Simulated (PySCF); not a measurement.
# One shape, several levels: CH3Al (SMILES C[Al])

We compute a comparison of 6 runs (BHLYP/cc-pVTZ, M06-L/cc-pVTZ, PBE/cc-pVTZ, TPSS/cc-pVTZ, wB97X/cc-pVTZ, SCS-MP2/cc-pVTZ) of CH3Al. Input form: a Python script.

The results are computed with PySCF 2.14.0.

2 further runs of the same task are left out: 2 set aside as unsound or not needed.

**1. The structure to begin with**

CH3Al: 5 atoms, total charge 0, spin state singlet. SMILES: `C[Al]`. The shape is that of a PBE0-D4/def2-TZVP optimisation.

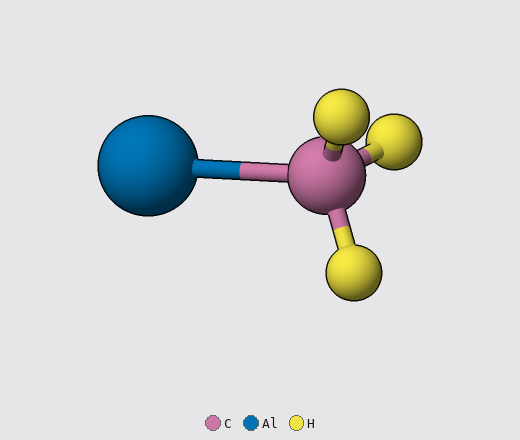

The structure, seen from a chosen angle (carbon pink, aluminium blue, hydrogen yellow).

**2. A single-point energy at BHLYP/cc-pVTZ (run 1)**

Input file run.py:

```python
from pyscf import gto, dft

mol = gto.M(
    atom='''
C     -0.247970    -0.108678     0.102045
Al     2.971953     1.302475    -1.223087
H     -0.436035    -2.130591    -0.324598
H     -0.387583     0.094278     2.162357
H     -1.900365     0.842515    -0.716716
''',
    max_memory=1860,
    verbose=3,
    basis='cc-pvtz',
    unit='bohr',
)

mf = dft.RKS(mol, xc='bhandhlyp')
mf.conv_tol = 1e-10
mf.grids.level = 5
mf.kernel()
if not mf.converged:
    mf = mf.newton().run(mf.mo_coeff, mf.mo_occ)

energy = mf.e_tot
print(f'total energy: {energy:.8f} hartree')
```

Launch:

```sh
$ OMP_NUM_THREADS=1 python run.py
```

Output:

```text
converged SCF energy = -282.305084954475
total energy: -282.30508495 hartree
```

Wall time 17 s (1 thread of Intel Xeon at 2.70GHz, shared host); peak memory 0.53 GiB.

**3. The energy at M06-L/cc-pVTZ (run 2)**

Input file input.py:

```python
from pyscf import gto, dft

mol = gto.M(
    atom='''
C   -0.131220  -0.057510   0.054000
Al   1.572690   0.689240  -0.647230
H   -0.230740  -1.127460  -0.171770
H   -0.205100   0.049890   1.144270
H   -1.005630   0.445840  -0.379270
''',
    max_memory=1860,
    verbose=3,
    basis='cc-pvtz',
)

mf = dft.RKS(mol)
mf.xc = 'm06-l'
mf.grids.level = 5
mf.conv_tol = 1e-10
mf.kernel()
if not mf.converged:
    mf = mf.newton().run(mf.mo_coeff, mf.mo_occ)

e_final = mf.e_tot
print('Final energy', e_final)
```

Launch:

```sh
$ OMP_NUM_THREADS=1 python input.py
```

Output:

```text
converged SCF energy = -282.310650067242
Final energy -282.310650067242
```

It took 29 s on 1 thread of Intel Xeon at 2.70GHz, shared host; peak memory 0.58 GiB.

Run 3 isn't shown in full; the table further down has it.

**4. A single-point energy at TPSS/cc-pVTZ (run 4)**

Input file calc.py:

```python
# C[Al]
from pyscf import gto, dft

molecule = gto.M(
    atom='''
C     -0.247970    -0.108678     0.102045
Al     2.971953     1.302475    -1.223087
H     -0.436035    -2.130591    -0.324598
H     -0.387583     0.094278     2.162357
H     -1.900365     0.842515    -0.716716
''',
    basis='cc-pvtz',
    verbose=4,
    max_memory=1860,
    charge=0,
    unit='bohr',
)

ks = dft.RKS(molecule)
ks.xc = 'tpss'
ks.grids.level = 5
ks.conv_tol = 1e-10
ks.kernel()
if not ks.converged:
    ks = ks.newton().run(ks.mo_coeff, ks.mo_occ)

e_final = ks.e_tot
print('E = %.10f Eh' % e_final)
```

Launch:

```sh
$ OMP_NUM_THREADS=1 python calc.py
```

Output:

```text
PySCF version 2.14.0

[INPUT] num. atoms = 5
[INPUT] num. electrons = 22
[INPUT] charge = 0
[INPUT] spin (= nelec alpha-beta = 2S) = 0
[INPUT] symmetry False subgroup None
[INPUT] Mole.unit = bohr
[INPUT] Symbol           X                Y                Z      unit          X                Y                Z       unit  Magmom
[INPUT]  1 C     -0.131220072992  -0.057509920928   0.053999888488 AA   -0.247970000000  -0.108678000000   0.102045000000 Bohr   0.0
[INPUT]  2 Al     1.572689799525   0.689240087793  -0.647229767373 AA    2.971953000000   1.302475000000  -1.223087000000 Bohr   0.0
[INPUT]  3 H     -0.230739785164  -1.127460202991  -0.171769864310 AA   -0.436035000000  -2.130591000000  -0.324598000000 Bohr   0.0
[INPUT]  4 H     -0.205100090940   0.049889769091   1.144270046273 AA   -0.387583000000   0.094278000000   2.162357000000 Bohr   0.0
[INPUT]  5 H     -1.005629850430   0.445839737858  -0.379269773902 AA   -1.900365000000   0.842515000000  -0.716716000000 Bohr   0.0

nuclear repulsion = 38.261475075385
number of shells = 36
number of NR pGTOs = 149
number of NR cGTOs = 106
basis = cc-pvtz
ecp = {}

******** <class 'pyscf.dft.rks.RKS'> ********
method = RKS
initial guess = minao
damping factor = 0
level_shift factor = 0
DIIS = <class 'pyscf.scf.diis.CDIIS'>
diis_start_cycle = 1
diis_space = 8
diis_damp = 0
SCF conv_tol = 1e-10
SCF conv_tol_grad = None
SCF max_cycles = 50
direct_scf = True
direct_scf_tol = 1e-13
XC library pyscf.dft.libxc version 7.0.0
    S. Lehtola, C. Steigemann, M. J.T. Oliveira, and M. A.L. Marques.,  SoftwareX 7, 1–5 (2018)
XC functionals = tpss
    J. Tao, J. P. Perdew, V. N. Staroverov, and G. E. Scuseria.,  Phys. Rev. Lett. 91, 146401 (2003)
    J. Tao, J. P. Perdew, V. N. Staroverov, and G. E. Scuseria.,  Phys. Rev. Lett. 91, 146401 (2003)
radial grids:
    Treutler-Ahlrichs [JCP 102, 346 (1995); DOI:10.1063/1.469408] (M4) radial grids

becke partition: Becke, JCP 88, 2547 (1988); DOI:10.1063/1.454033
pruning grids: <function nwchem_prune>
grids dens level: 5
symmetrized grids: False
atomic radii adjust function: <function treutler_atomic_radii_adjust>
small_rho_cutoff = 0
Set gradient conv threshold to 1e-05
Initial guess from minao.
tot grids = 156648
init E= -282.222043445659
  HOMO = -0.206061506514938  LUMO = -0.0829067976630775  gap/eV = 3.35121
cycle= 1 E= -282.278297311049  delta_E= -0.0563  |g|= 0.529  |ddm|= 1.34
  HOMO = -0.11531741195895  LUMO = -0.0695225403914222  gap/eV = 1.24614
cycle= 2 E= -282.125502260409  delta_E= 0.153  |g|= 0.85  |ddm|= 1.12
  HOMO = -0.174288368481969  LUMO = -0.0738818305657433  gap/eV = 2.73220
cycle= 3 E= -282.353048264091  delta_E= -0.228  |g|= 0.038  |ddm|= 0.803
  HOMO = -0.175064368022685  LUMO = -0.0749422990792895  gap/eV = 2.72446
cycle= 4 E= -282.353689837697  delta_E= -0.000642  |g|= 0.00957  |ddm|= 0.0717
  HOMO = -0.174184741478362  LUMO = -0.0739180103184922  gap/eV = 2.72840
cycle= 5 E= -282.353732521894  delta_E= -4.27e-05  |g|= 0.000599  |ddm|= 0.0167
  HOMO = -0.17448189619336  LUMO = -0.0741596127975907  gap/eV = 2.72991
cycle= 6 E= -282.353732633339  delta_E= -1.11e-07  |g|= 0.000283  |ddm|= 0.00165
  HOMO = -0.1744241224912  LUMO = -0.0741013255664152  gap/eV = 2.72992
cycle= 7 E= -282.353732662615  delta_E= -2.93e-08  |g|= 6.67e-05  |ddm|= 0.000389
  HOMO = -0.174425135722784  LUMO = -0.0741016563947274  gap/eV = 2.72994
cycle= 8 E= -282.353732663843  delta_E= -1.23e-09  |g|= 3.2e-06  |ddm|= 4.76e-05
  HOMO = -0.174425400665696  LUMO = -0.0741019856961248  gap/eV = 2.72994
cycle= 9 E= -282.353732663847  delta_E= -4.49e-12  |g|= 3.98e-07  |ddm|= 5.51e-06
  HOMO = -0.174425464197325  LUMO = -0.0741019843546718  gap/eV = 2.72994
Extra cycle  E= -282.353732663847  delta_E= 5.68e-14  |g|= 3.9e-07  |ddm|= 6.94e-07
converged SCF energy = -282.353732663847
E = -282.3537326638 Eh
```

Run time: 28 s. Hardware: 1 thread of Intel Xeon at 2.70GHz, shared host; peak memory 0.58 GiB.

Run 5 isn't shown in full; the table further down has it.

**5. A single-point energy at SCS-MP2/cc-pVTZ (run 6)**

Input file input.py:

```python
# C[Al]
from pyscf import gto, scf, mp

molecule = gto.M(
    atom='''
C   -0.131220  -0.057510   0.054000
Al   1.572690   0.689240  -0.647230
H   -0.230740  -1.127460  -0.171770
H   -0.205100   0.049890   1.144270
H   -1.005630   0.445840  -0.379270
''',
    max_memory=1860,
    verbose=4,
    basis='cc-pvtz',
)

mf = scf.RHF(molecule)
mf.conv_tol = 1e-10
mf.kernel()
if not mf.converged:
    mf = mf.newton().run(mf.mo_coeff, mf.mo_occ)

pt = mp.MP2(mf, frozen=6).run()
e_final = mf.e_tot + 1.2 * pt.e_corr_os + pt.e_corr_ss / 3
print(f'total energy: {e_final:.8f} hartree')
```

Launch:

```sh
$ OMP_NUM_THREADS=1 python input.py
```

Output:

```text
PySCF version 2.14.0

[INPUT] num. atoms = 5
[INPUT] num. electrons = 22
[INPUT] charge = 0
[INPUT] spin (= nelec alpha-beta = 2S) = 0
[INPUT] symmetry False subgroup None
[INPUT] Mole.unit = angstrom
[INPUT] Symbol           X                Y                Z      unit          X                Y                Z       unit  Magmom
[INPUT]  1 C     -0.131220000000  -0.057510000000   0.054000000000 AA   -0.247969862065  -0.108678149424   0.102045210727 Bohr   0.0
[INPUT]  2 Al     1.572690000000   0.689240000000  -0.647230000000 AA    2.971953378842   1.302474834095  -1.223087439602 Bohr   0.0
[INPUT]  3 H     -0.230740000000  -1.127460000000  -0.171770000000 AA   -0.436035405982  -2.130590616402  -0.324598256417 Bohr   0.0
[INPUT]  4 H     -0.205100000000   0.049890000000   1.144270000000 AA   -0.387582828148   0.094278436355   2.162356912556 Bohr   0.0
[INPUT]  5 H     -1.005630000000   0.445840000000  -0.379270000000 AA   -1.900365282646   0.842515495376  -0.716716427264 Bohr   0.0

nuclear repulsion = 38.2614717118607
number of shells = 36
number of NR pGTOs = 149
number of NR cGTOs = 106
basis = cc-pvtz
ecp = {}

******** <class 'pyscf.scf.hf.RHF'> ********
method = RHF
initial guess = minao
damping factor = 0
level_shift factor = 0
DIIS = <class 'pyscf.scf.diis.CDIIS'>
diis_start_cycle = 1
diis_space = 8
diis_damp = 0
SCF conv_tol = 1e-10
SCF conv_tol_grad = None
SCF max_cycles = 50
direct_scf = True
direct_scf_tol = 1e-13
Set gradient conv threshold to 1e-05
[... 1 set-up line as earlier in the session ...]
init E= -281.424704058964
  HOMO = -0.170073556479728  LUMO = 0.0178147095149039  gap/eV = 5.11270
cycle= 1 E= -281.504264472036  delta_E= -0.0796  |g|= 0.223  |ddm|= 1.34
  HOMO = -0.274545141077668  LUMO = 0.0393581889775626  gap/eV = 8.54174
cycle= 2 E= -281.522258633913  delta_E= -0.018  |g|= 0.0842  |ddm|= 0.298
  HOMO = -0.282292033386904  LUMO = 0.0422026949686181  gap/eV = 8.82995
cycle= 3 E= -281.524842198478  delta_E= -0.00258  |g|= 0.0303  |ddm|= 0.103
  HOMO = -0.278732819715584  LUMO = 0.0451158286566624  gap/eV = 8.81237
cycle= 4 E= -281.525331002957  delta_E= -0.000489  |g|= 0.00448  |ddm|= 0.0622
  HOMO = -0.278721210260331  LUMO = 0.0448696856536084  gap/eV = 8.80536
cycle= 5 E= -281.525351810247  delta_E= -2.08e-05  |g|= 0.00112  |ddm|= 0.0194
  HOMO = -0.278624626094393  LUMO = 0.0449006176178404  gap/eV = 8.80357
cycle= 6 E= -281.525353037634  delta_E= -1.23e-06  |g|= 0.000301  |ddm|= 0.00467
  HOMO = -0.278586386292618  LUMO = 0.0449184500407676  gap/eV = 8.80301
cycle= 7 E= -281.52535312741  delta_E= -8.98e-08  |g|= 4.72e-05  |ddm|= 0.00127
  HOMO = -0.278573666356852  LUMO = 0.044921927595672  gap/eV = 8.80276
cycle= 8 E= -281.525353129295  delta_E= -1.88e-09  |g|= 9.74e-06  |ddm|= 0.000136
  HOMO = -0.278573322054237  LUMO = 0.0449217648499208  gap/eV = 8.80275
cycle= 9 E= -281.525353129374  delta_E= -7.88e-11  |g|= 1.75e-06  |ddm|= 2.9e-05
  HOMO = -0.278572959700305  LUMO = 0.044922036520273  gap/eV = 8.80275
Extra cycle  E= -281.525353129375  delta_E= -1.02e-12  |g|= 6.79e-07  |ddm|= 3.03e-06
converged SCF energy = -281.525353129375

******** <class 'pyscf.mp.mp2.RMP2'> ********
nocc = 5, nmo = 100
frozen orbitals 6
E(RMP2) = -281.765613612045  E_corr = -0.2402604826697
E(SCS-RMP2) = -281.774352703574  E_corr = -0.248999574198559
E_corr(same-spin) = -0.0453611596212479
E_corr(oppo-spin) = -0.194899323048452
total energy: -281.77435270 hartree
```

Wall time 4.8 s (1 thread of Intel Xeon at 2.70GHz, shared host); peak memory 0.26 GiB.

**6. The series**

```
run            level  integration grid  frozen core orbitals  energy (Eh)  dipole moment (D) of the reference  HOMO energy (eV)  LUMO energy (eV)  wall time
  1    BHLYP/cc-pVTZ                 5                     –  -282.305085                                0.66             -6.38             -0.57       17 s
  2    M06-L/cc-pVTZ                 5                     –  -282.310650                                0.86             -4.74             -1.77       29 s
  3      PBE/cc-pVTZ                 5                     –  -282.130404                                0.81             -4.64             -2.08       16 s
  4     TPSS/cc-pVTZ                 5                     –  -282.353733                                0.86             -4.75             -2.02       28 s
  5    wB97X/cc-pVTZ                 5                     –  -282.307276                                0.86             -7.70              0.49       22 s
  6  SCS-MP2/cc-pVTZ                 –                     6  -281.774353                                0.88             -7.58              1.22      4.8 s
```

**7. What came out**

```
                                          quantity          value
                               run 6: total energy  -281.77435 Eh
       run 6: dipole moment (Hartree–Fock density)         0.88 D
        run 6: HOMO energy (Hartree–Fock orbitals)       -7.58 eV
        run 6: LUMO energy (Hartree–Fock orbitals)        1.22 eV
      run 6: HOMO–LUMO gap (Hartree–Fock orbitals)        8.80 eV
run 6: correlation energy (6 core orbitals frozen)     -249.0 mEh
```

**Reading.** Over runs 1, 2, 3, 4, 5 the dipole moment (its size) runs from 0.66 D (BHLYP/cc-pVTZ) to 0.86 D (M06-L/cc-pVTZ). Over runs 1, 2, 3, 4, 5 the HOMO–LUMO gap runs from 2.56 eV (PBE/cc-pVTZ) to 8.19 eV (wB97X/cc-pVTZ). Totals of different functionals can't be ranked against each other. All runs together took 2 min, the longest 29 s.
